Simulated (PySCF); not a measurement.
# C₃H₈BFO: electronic excitations at several levels of theory

How much do the electronic excitations of C₃H₈BFO (`BO[C@@H](F)CC`) depend on the level of theory, and what does each level cost?

Computed with PySCF 2.14.0, with density-fitted response routines of our own, on a single molecule in the gas phase. Atoms count from 0, in the outputs and in this text.

## (1) Starting geometry

14 atoms, charge 0, multiplicity 1; geometry from: GFN2-xTB. The atoms were then displaced at random by about 0.01 Å, so the start is not that level's minimum.

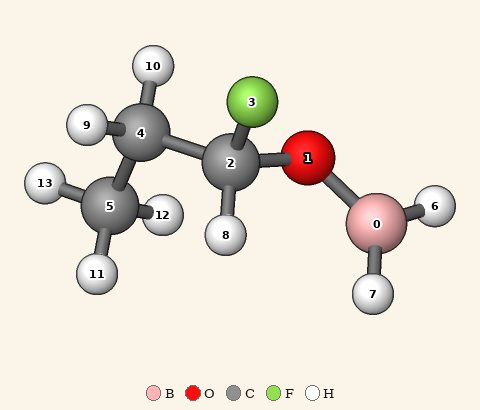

The starting geometry (boron pink, oxygen red, carbon grey, fluorine green, hydrogen white), atoms numbered.

## (2) Geometry optimisation at PBE0-D3(BJ)/def2-SVP

Job settings and geometry (Å):

```
{"job": {"xc": "PBE0", "basis": "def2-SVP", "d3": "d3bj", "grid": 1, "shake": 0.01, "kind": "geom"}, "charge": 0, "multiplicity": 1}
B      2.137850    -0.892600     0.527010
O      1.237690    -0.471980    -0.396510
C      0.496680     0.705500    -0.344830
F      1.115340     1.584210    -1.245120
C     -0.944370     0.467150    -0.728200
C     -1.673870    -0.317760     0.354000
H      2.664070    -1.881610     0.293490
H      2.327870    -0.242150     1.502810
H      0.608580     1.206140     0.667070
H     -1.415310     1.445220    -0.851080
H     -0.966320    -0.067500    -1.657850
H     -1.665630     0.218620     1.307400
H     -1.213160    -1.273690     0.499670
H     -2.716570    -0.494620     0.064380
```

Launch:

```
> OMP_NUM_THREADS=1 python probes_run.py task.json out
```

The driver reads the jobs from task.json and runs them one after another.

The log of the run:

```text
step   0  E = -318.49019891  max force = 0.028686
step   1  E = -318.49490952  max force = 0.010724
step   2  E = -318.49583457  max force = 0.003637
step   3  E = -318.49598174  max force = 0.001732
step   4  E = -318.49604878  max force = 0.000939
step   5  E = -318.49606041  max force = 0.000277
optimisation converged
```

Wall time 31 s (1 thread of Arm Neoverse V1, shared host); peak memory 0.49 GiB.

The steps of the relaxation:

| step | energy from step 0 (eV) | largest force component (eV/Å) |
| --- | --- | --- |
| 0 | 0.0000 | 1.4751 |
| 1 | -0.1282 | 0.5515 |
| 2 | -0.1534 | 0.1870 |
| 3 | -0.1574 | 0.0891 |
| 4 | -0.1592 | 0.0483 |
| 5 | -0.1595 | 0.0142 |

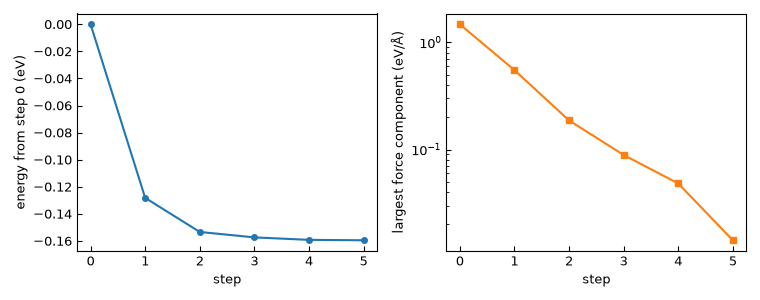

Energy and largest force along the relaxation.

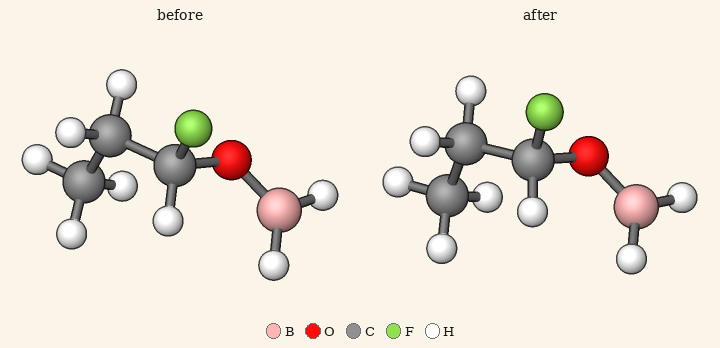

The geometry before (left) and after (right).

Close pairs (by a distance rule), those that changed most:

| bond | before (Å) | after (Å) | change (Å) |
| --- | --- | --- | --- |
| B0–H6 | 1.144 | 1.206 | +0.062 |
| C2–F3 | 1.402 | 1.361 | -0.041 |
| C4–H10 | 1.073 | 1.102 | +0.029 |
| C5–H12 | 1.071 | 1.100 | +0.029 |
| C2–H8 | 1.135 | 1.107 | -0.028 |
| B0–H7 | 1.188 | 1.213 | +0.025 |
| B0–O1 | 1.357 | 1.346 | -0.010 |
| C4–H9 | 1.092 | 1.101 | +0.009 |

The final coordinates are the input of the step that follows.

| at the end point | value |
| --- | --- |
| point group (found at 0.08 Å tolerance) | C1 |
| rotational constants (GHz, main isotopes) | 4.280, 3.103, 1.969 |
| dipole moment (D) | 2.01 |

## (3) TDDFT and polarisability: PBE0/def2-SVP

Job settings and geometry (Å):

```
{"job": {"kind": "uv", "xc": "PBE0", "basis": "def2-SVP"}, "charge": 0, "multiplicity": 1}
B      2.123182    -0.800699     0.392810
O      1.183197    -0.497675    -0.521984
C      0.470816     0.701826    -0.508691
F      0.882674     1.430490    -1.582274
C     -1.010665     0.435244    -0.619186
C     -1.574072    -0.341792     0.557333
H      2.677251    -1.866065     0.276109
H      2.366647    -0.020427     1.289188
H      0.727370     1.272863     0.404091
H     -1.507801     1.412926    -0.719604
H     -1.170695    -0.106467    -1.565429
H     -1.426796     0.196434     1.507479
H     -1.094434    -1.327682     0.649505
H     -2.653956    -0.508166     0.436154
```

Method: TDDFT PBE0/def2-SVP, vertical, gas phase, core orbitals frozen in the response.

The log of the run:

```text
coarse grid: 11480 points
cycle   1  E = -318.3405222063  dE =  5.194e-01  |g| = 7.103e-01  |ddm| = 3.586e+00
cycle   2  E = -318.2447083323  dE =  9.581e-02  |g| = 1.026e+00  |ddm| = 1.454e+00
cycle   3  E = -318.4338546007  dE = -1.891e-01  |g| = 9.645e-02  |ddm| = 8.949e-01
cycle   4  E = -318.4354204678  dE = -1.566e-03  |g| = 4.277e-02  |ddm| = 1.072e-01
cycle   5  E = -318.4357634590  dE = -3.430e-04  |g| = 8.806e-03  |ddm| = 3.815e-02
cycle   6  E = -318.4357766118  dE = -1.315e-05  |g| = 2.980e-03  |ddm| = 1.049e-02
cycle   7  E = -318.4357785281  dE = -1.916e-06  |g| = 2.704e-04  |ddm| = 2.958e-03
final grid: 110624 points
cycle   8  E = -318.4881030017  dE = -2.738e-05  |g| = 9.668e-03  |ddm| = 2.674e-02
cycle   9  E = -318.4880855341  dE =  1.747e-05  |g| = 1.377e-02  |ddm| = 1.785e-02
cycle  10  E = -318.4881224174  dE = -3.688e-05  |g| = 1.124e-03  |ddm| = 1.081e-02
cycle  11  E = -318.4881227017  dE = -2.843e-07  |g| = 2.573e-04  |ddm| = 1.248e-03
cycle  12  E = -318.4881227135  dE = -1.186e-08  |g| = 8.773e-05  |ddm| = 2.941e-04
cycle  13  E = -318.4881227147  dE = -1.196e-09  |g| = 2.331e-05  |ddm| = 8.715e-05
cycle  14  E = -318.4881227149  dE = -1.129e-10  |g| = 4.201e-06  |ddm| = 2.668e-05
converged SCF energy = -318.4881227149

Static polarisability (au): isotropic 49.404, principal 44.592 45.567 58.053

Singlet excitations
state   eV       nm        f      main configurations
  1   6.3733    194.5   0.00008   H->L 0.97
  2   7.4633    166.1   0.01990   H-1->L 0.92
  3   8.5088    145.7   0.01514   H-2->L 0.97
  4   8.8947    139.4   0.12561   H-3->L 0.90
  5   8.9690    138.2   0.03048   H-5->L 0.83
  6   9.2057    134.7   0.00378   H-4->L 0.88, H-6->L 0.08
  7   9.3422    132.7   0.02594   H-6->L 0.73, H-5->L 0.09, H-4->L 0.08
  8   9.6266    128.8   0.01337   H->L+1 0.91
  9   9.8955    125.3   0.00696   H-1->L+1 0.90
 10  10.2102    121.4   0.11950   H->L+2 0.85

Triplet excitations (Tamm-Dancoff, eV): 5.7336 6.9079 7.4887 8.2020
```

Wall time 13 s (1 thread of Arm Neoverse V1, shared host); peak memory 0.66 GiB.

Frontier orbitals and where they lie:

| orbital | eV | atoms |
| --- | --- | --- |
| HOMO−3 | -10.44 | O1 40 %, F3 26 %, C5 10 % |
| HOMO−2 | -10.02 | C4 23 %, C5 21 %, H9 15 % |
| HOMO−1 | -9.29 | F3 20 %, C2 18 %, C4 18 % |
| HOMO | -8.83 | O1 30 %, B0 25 %, H7 17 % |
| LUMO | -0.49 | B0 82 %, O1 12 % |
| LUMO+1 | 1.85 | H11 17 %, H13 16 %, H9 14 % |
| LUMO+2 | 2.50 | H8 32 %, H10 16 %, C2 13 % |

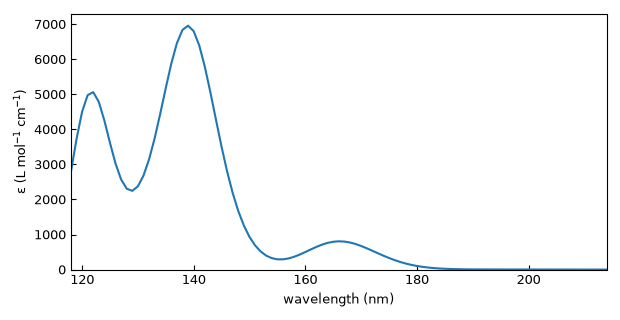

Absorption spectrum: each of the 10 states is a Gaussian band of 0.4 eV half-width at 1/e. Beyond the last state computed it falls off for lack of states.

Further results of this job:

| property | computed |
| --- | --- |
| dipole moment (D) | 2.01 |
| polarisability (Å³) | 7.32 |
| HOMO–LUMO gap (eV) | 8.33 |
| −ε(HOMO) (eV) | 8.83 |

## (4) Excited states and response: PBE0/def2-TZVP

Settings changed since step 3:

```diff
@@ -1,2 +1,2 @@
-{"job": {"kind": "uv", "xc": "PBE0", "basis": "def2-SVP"}, "charge": 0, "multiplicity": 1}
+{"job": {"kind": "uv", "xc": "PBE0", "basis": "def2-TZVP"}, "charge": 0, "multiplicity": 1}
 B      2.123182    -0.800699     0.392810
```

Method: TDDFT PBE0/def2-TZVP, vertical, gas phase, core orbitals frozen in the response.

The log of the run:

```text
coarse grid: 11480 points
cycle   1  E = -318.7561065439  dE =  5.532e-01  |g| = 7.485e-01  |ddm| = 2.582e+00
cycle   2  E = -318.6413311616  dE =  1.148e-01  |g| = 1.122e+00  |ddm| = 1.148e+00
cycle   3  E = -318.8526494930  dE = -2.113e-01  |g| = 1.068e-01  |ddm| = 7.250e-01
cycle   4  E = -318.8544386793  dE = -1.789e-03  |g| = 5.104e-02  |ddm| = 8.689e-02
cycle   5  E = -318.8548972009  dE = -4.585e-04  |g| = 1.106e-02  |ddm| = 3.183e-02
cycle   6  E = -318.8549152332  dE = -1.803e-05  |g| = 3.768e-03  |ddm| = 9.329e-03
cycle   7  E = -318.8549179471  dE = -2.714e-06  |g| = 4.173e-04  |ddm| = 2.806e-03
final grid: 110624 points
cycle   8  E = -318.8513442434  dE = -8.246e-05  |g| = 9.655e-03  |ddm| = 6.082e-02
cycle   9  E = -318.8513281603  dE =  1.608e-05  |g| = 1.364e-02  |ddm| = 1.201e-02
cycle  10  E = -318.8513618404  dE = -3.368e-05  |g| = 1.333e-03  |ddm| = 7.216e-03
cycle  11  E = -318.8513621766  dE = -3.362e-07  |g| = 3.876e-04  |ddm| = 1.203e-03
cycle  12  E = -318.8513622053  dE = -2.867e-08  |g| = 1.366e-04  |ddm| = 3.091e-04
cycle  13  E = -318.8513622081  dE = -2.832e-09  |g| = 3.677e-05  |ddm| = 1.130e-04
cycle  14  E = -318.8513622083  dE = -2.168e-10  |g| = 6.246e-06  |ddm| = 2.961e-05
converged SCF energy = -318.8513622083

Static polarisability (au): isotropic 55.552, principal 50.901 52.245 63.509

Singlet excitations
state   eV       nm        f      main configurations
  1   6.3207    196.2   0.00007   H->L 0.96
  2   7.3657    168.3   0.02073   H-1->L 0.92
  3   8.3712    148.1   0.01757   H-2->L 0.98
  4   8.7397    141.9   0.14710   H-3->L 0.81
  5   8.8951    139.4   0.00185   H-5->L 0.80
  6   9.0382    137.2   0.01373   H->L+1 0.55, H-4->L 0.32
  7   9.0855    136.5   0.00827   H-4->L 0.57, H->L+1 0.35
  8   9.2601    133.9   0.01664   H-6->L 0.72, H-1->L+1 0.12
  9   9.3510    132.6   0.00875   H-1->L+1 0.79, H-6->L 0.10
 10   9.6600    128.3   0.09812   H->L+2 0.85

Triplet excitations (Tamm-Dancoff, eV): 5.6869 6.8570 7.4446 8.1224
```

It took 33 s on 1 thread of Arm Neoverse V1, shared host; peak memory 0.88 GiB.

Key values: HOMO -8.90 eV, LUMO -0.67 eV; lowest singlet 6.32 eV.

## (5) TDDFT and polarisability: PBE0/aug-cc-pVDZ

Settings changed since step 4:

```diff
@@ -1,2 +1,2 @@
-{"job": {"kind": "uv", "xc": "PBE0", "basis": "def2-TZVP"}, "charge": 0, "multiplicity": 1}
+{"job": {"kind": "uv", "xc": "PBE0", "basis": "aug-cc-pVDZ"}, "charge": 0, "multiplicity": 1}
 B      2.123182    -0.800699     0.392810
```

With the program's defaults for keys left out, this is: TDDFT PBE0/aug-cc-pVDZ, vertical, gas phase, core orbitals frozen in the response.

The log of the run:

```text
coarse grid: 11480 points
cycle   1  E = -318.6613078502  dE =  5.819e-01  |g| = 6.910e-01  |ddm| = 8.490e+00
cycle   2  E = -318.5588733181  dE =  1.024e-01  |g| = 1.030e+00  |ddm| = 2.448e+00
cycle   3  E = -318.7501753096  dE = -1.913e-01  |g| = 1.022e-01  |ddm| = 1.352e+00
cycle   4  E = -318.7520154306  dE = -1.840e-03  |g| = 4.192e-02  |ddm| = 2.172e-01
cycle   5  E = -318.7523454695  dE = -3.300e-04  |g| = 9.984e-03  |ddm| = 6.684e-02
cycle   6  E = -318.7523613879  dE = -1.592e-05  |g| = 3.347e-03  |ddm| = 1.986e-02
cycle   7  E = -318.7523636989  dE = -2.311e-06  |g| = 3.131e-04  |ddm| = 5.875e-03
final grid: 110624 points
cycle   8  E = -318.7613229601  dE = -3.296e-05  |g| = 9.617e-03  |ddm| = 1.647e-01
cycle   9  E = -318.7613066192  dE =  1.634e-05  |g| = 1.355e-02  |ddm| = 4.034e-02
cycle  10  E = -318.7613424019  dE = -3.578e-05  |g| = 1.182e-03  |ddm| = 1.946e-02
cycle  11  E = -318.7613427059  dE = -3.040e-07  |g| = 2.823e-04  |ddm| = 2.451e-03
cycle  12  E = -318.7613427210  dE = -1.514e-08  |g| = 1.065e-04  |ddm| = 5.798e-04
cycle  13  E = -318.7613427228  dE = -1.814e-09  |g| = 3.171e-05  |ddm| = 1.747e-04
cycle  14  E = -318.7613427230  dE = -1.926e-10  |g| = 5.295e-06  |ddm| = 6.841e-05
converged SCF energy = -318.7613427230

Static polarisability (au): isotropic 58.445, principal 53.154 56.050 66.130

Singlet excitations
state   eV       nm        f      main configurations
  1   6.2797    197.4   0.00007   H->L 0.95
  2   7.3123    169.6   0.02090   H-1->L 0.92
  3   8.0468    154.1   0.03696   H->L+1 0.89
  4   8.2722    149.9   0.01481   H-2->L 0.95
  5   8.3469    148.5   0.00553   H-1->L+1 0.79
  6   8.4376    146.9   0.06070   H->L+2 0.85
  7   8.5464    145.1   0.02690   H->L+3 0.64, H->L+4 0.15
  8   8.6262    143.7   0.05905   H->L+4 0.34, H-3->L 0.26, H->L+3 0.15
  9   8.7150    142.3   0.02568   H->L+4 0.39, H-3->L 0.29, H-1->L+2 0.18
 10   8.8060    140.8   0.04630   H-1->L+2 0.59, H-3->L 0.28

Triplet excitations (Tamm-Dancoff, eV): 5.6457 6.8181 7.4060 7.8916
```

Wall time 30 s (1 thread of Arm Neoverse V1, shared host); peak memory 0.84 GiB.

In short: HOMO -8.90 eV, LUMO -0.77 eV; lowest singlet 6.28 eV.

## (6) TDDFT and polarisability: PBE0/def2-TZVPD

Settings changed since step 5:

```diff
@@ -1,2 +1,2 @@
-{"job": {"kind": "uv", "xc": "PBE0", "basis": "aug-cc-pVDZ"}, "charge": 0, "multiplicity": 1}
+{"job": {"kind": "uv", "xc": "PBE0", "basis": "def2-TZVPD"}, "charge": 0, "multiplicity": 1}
 B      2.123182    -0.800699     0.392810
```

Method: TDDFT PBE0/def2-TZVPD, vertical, gas phase, core orbitals frozen in the response.

The log of the run:

```text
coarse grid: 11480 points
cycle   1  E = -318.7574991304  dE =  5.539e-01  |g| = 7.479e-01  |ddm| = 3.284e+00
cycle   2  E = -318.6413410977  dE =  1.162e-01  |g| = 1.126e+00  |ddm| = 1.810e+00
cycle   3  E = -318.8539105363  dE = -2.126e-01  |g| = 1.072e-01  |ddm| = 9.510e-01
cycle   4  E = -318.8557167548  dE = -1.806e-03  |g| = 5.112e-02  |ddm| = 1.417e-01
cycle   5  E = -318.8561796057  dE = -4.629e-04  |g| = 1.127e-02  |ddm| = 4.783e-02
cycle   6  E = -318.8561980400  dE = -1.843e-05  |g| = 3.841e-03  |ddm| = 1.126e-02
cycle   7  E = -318.8562008355  dE = -2.796e-06  |g| = 4.162e-04  |ddm| = 4.095e-03
final grid: 110624 points
cycle   8  E = -318.8526471538  dE = -8.659e-05  |g| = 9.663e-03  |ddm| = 2.549e-01
cycle   9  E = -318.8526310129  dE =  1.614e-05  |g| = 1.366e-02  |ddm| = 2.443e-02
cycle  10  E = -318.8526647739  dE = -3.376e-05  |g| = 1.347e-03  |ddm| = 1.317e-02
cycle  11  E = -318.8526651175  dE = -3.436e-07  |g| = 3.910e-04  |ddm| = 1.619e-03
cycle  12  E = -318.8526651468  dE = -2.930e-08  |g| = 1.388e-04  |ddm| = 5.497e-04
cycle  13  E = -318.8526651497  dE = -2.939e-09  |g| = 3.839e-05  |ddm| = 1.211e-04
cycle  14  E = -318.8526651500  dE = -2.340e-10  |g| = 6.427e-06  |ddm| = 4.670e-05
converged SCF energy = -318.8526651500

Static polarisability (au): isotropic 58.381, principal 53.153 56.030 65.959

Singlet excitations
state   eV       nm        f      main configurations
  1   6.2987    196.8   0.00007   H->L 0.96
  2   7.3398    168.9   0.02099   H-1->L 0.92
  3   8.2673    150.0   0.05668   H->L+1 0.88
  4   8.3256    148.9   0.01126   H-2->L 0.94
  5   8.5929    144.3   0.01266   H-1->L+1 0.71, H->L+2 0.16
  6   8.7162    142.2   0.11762   H-3->L 0.68
  7   8.7759    141.3   0.06130   H->L+2 0.67, H-1->L+1 0.16
  8   8.8714    139.8   0.00187   H-5->L 0.75, H-3->L 0.09
  9   8.9091    139.2   0.01346   H->L+3 0.72
 10   8.9982    137.8   0.01427   H->L+4 0.52, H-4->L 0.28

Triplet excitations (Tamm-Dancoff, eV): 5.6602 6.8470 7.4331 8.0665
```

Wall time 49 s (1 thread of Arm Neoverse V1, shared host); peak memory 1 GiB.

In short: HOMO -8.92 eV, LUMO -0.73 eV; lowest singlet 6.30 eV.

## (7) TDDFT and polarisability: PBE0/6-31+G*

Settings changed since step 6:

```diff
@@ -1,2 +1,2 @@
-{"job": {"kind": "uv", "xc": "PBE0", "basis": "def2-TZVPD"}, "charge": 0, "multiplicity": 1}
+{"job": {"kind": "uv", "xc": "PBE0", "basis": "6-31+G*"}, "charge": 0, "multiplicity": 1}
 B      2.123182    -0.800699     0.392810
```

Level: TDDFT PBE0/6-31+G*, vertical, gas phase, core orbitals frozen in the response.

The log of the run:

```text
coarse grid: 11480 points
cycle   1  E = -318.6762800790  dE =  5.644e-01  |g| = 6.773e-01  |ddm| = 3.237e+00
cycle   2  E = -318.5811678576  dE =  9.511e-02  |g| = 1.000e+00  |ddm| = 1.447e+00
cycle   3  E = -318.7637920980  dE = -1.826e-01  |g| = 9.893e-02  |ddm| = 9.289e-01
cycle   4  E = -318.7655554603  dE = -1.763e-03  |g| = 3.932e-02  |ddm| = 1.108e-01
cycle   5  E = -318.7658487209  dE = -2.933e-04  |g| = 9.574e-03  |ddm| = 3.602e-02
cycle   6  E = -318.7658636635  dE = -1.494e-05  |g| = 3.094e-03  |ddm| = 9.688e-03
cycle   7  E = -318.7658655964  dE = -1.933e-06  |g| = 2.759e-04  |ddm| = 3.191e-03
final grid: 110624 points
cycle   8  E = -318.7322236339  dE = -1.953e-05  |g| = 9.871e-03  |ddm| = 3.783e-02
cycle   9  E = -318.7322063216  dE =  1.731e-05  |g| = 1.399e-02  |ddm| = 1.900e-02
cycle  10  E = -318.7322441678  dE = -3.785e-05  |g| = 1.141e-03  |ddm| = 1.128e-02
cycle  11  E = -318.7322444628  dE = -2.950e-07  |g| = 2.441e-04  |ddm| = 1.304e-03
cycle  12  E = -318.7322444738  dE = -1.099e-08  |g| = 9.397e-05  |ddm| = 2.938e-04
cycle  13  E = -318.7322444752  dE = -1.355e-09  |g| = 2.824e-05  |ddm| = 7.877e-05
cycle  14  E = -318.7322444753  dE = -1.598e-10  |g| = 4.420e-06  |ddm| = 3.296e-05
converged SCF energy = -318.7322444753

Static polarisability (au): isotropic 53.518, principal 49.281 49.788 61.485

Singlet excitations
state   eV       nm        f      main configurations
  1   6.3680    194.7   0.00007   H->L 0.95
  2   7.4135    167.2   0.02209   H-1->L 0.92
  3   8.3842    147.9   0.04716   H-2->L 0.66, H->L+1 0.29
  4   8.4064    147.5   0.02474   H->L+1 0.60, H-2->L 0.31
  5   8.6957    142.6   0.04014   H-1->L+1 0.59, H-3->L 0.23
  6   8.7706    141.4   0.11336   H-3->L 0.53, H-1->L+1 0.23
  7   8.8021    140.9   0.05885   H->L+2 0.83
  8   8.9158    139.1   0.00286   H->L+3 0.47, H-5->L 0.29
  9   8.9296    138.8   0.00337   H-5->L 0.45, H->L+3 0.25
 10   8.9977    137.8   0.00222   H->L+4 0.70

Triplet excitations (Tamm-Dancoff, eV): 5.8007 6.8940 7.4917 8.1827
```

Wall time 14 s (1 thread of Arm Neoverse V1, shared host); peak memory 0.69 GiB.

Key values: HOMO -8.94 eV, LUMO -0.72 eV; lowest singlet 6.37 eV.

## (8) Side by side: electronic excitations

Excitations and ground-state properties, with basis size and wall time:

| run | lowest singlet (eV) | brightest (eV) | f | gap (eV) | α (Å³) | μ (D) | functions | time |
| --- | --- | --- | --- | --- | --- | --- | --- | --- |
| PBE0/def2-SVP | 6.37 | 8.89 | 0.126 | 8.33 | 7.32 | 2.01 | 124 | 13 s |
| PBE0/def2-TZVP | 6.32 | 8.74 | 0.147 | 8.23 | 8.23 | 2.01 | 234 | 33 s |
| PBE0/aug-cc-pVDZ | 6.28 | 8.44 | 0.061 | 8.13 | 8.66 | 2.06 | 210 | 30 s |
| PBE0/def2-TZVPD | 6.30 | 8.72 | 0.118 | 8.19 | 8.65 | 2.05 | 300 | 49 s |
| PBE0/6-31+G* | 6.37 | 8.77 | 0.113 | 8.22 | 7.93 | 2.15 | 124 | 14 s |

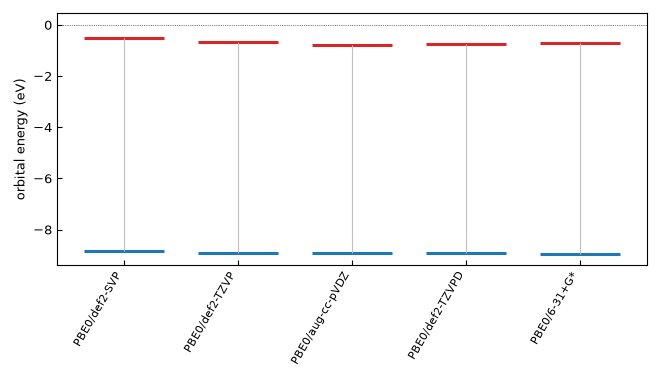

HOMO (blue) and LUMO (red) run by run.

## (9) Results

| quantity | value |
| --- | --- |
| point group | C1 |
| rotational constants (main isotopes) | 4.28, 3.10, 1.97 GHz |
| lowest singlet (PBE0/def2-SVP) | 6.37 eV (195 nm), f = 0.000 |
| brightest single state of those computed | state 4, 8.89 eV, f = 0.126 |
| lowest triplet | 5.73 eV |
| range of the lowest singlet | 6.28 to 6.37 eV |

Single values in the summary come from the first run of each kind that ended normally (PBE0/def2-SVP), which need not be the best level. The optimisation took 5 steps and gained 0.159 eV; among the close pairs (by a distance rule), B0–H6 changed most, from 1.144 to 1.206 Å. The lowest singlet, at 6.37 eV, is HOMO→LUMO 0.97 and is dark; of the 10 states computed, the strongest absorption comes from state 4 at 8.89 eV (the last state computed is bright too, and its partners may lie past the list). The lowest triplet lies 0.64 eV below the lowest singlet (triplets in Tamm-Dancoff, singlets in full TDDFT). States above −ε(HOMO) lie where TDDFT describes them poorly and they hang on the basis; the brightest is among them. The basis of PBE0/def2-SVP has no diffuse functions, so Rydberg states are missing and the high states are unreliable. The lowest singlet runs from 6.28 eV (PBE0/aug-cc-pVDZ) to 6.37 eV (PBE0/def2-SVP), while the orbital gap spans 8.13 to 8.33 eV. The lowest state need not be the same one in every run.
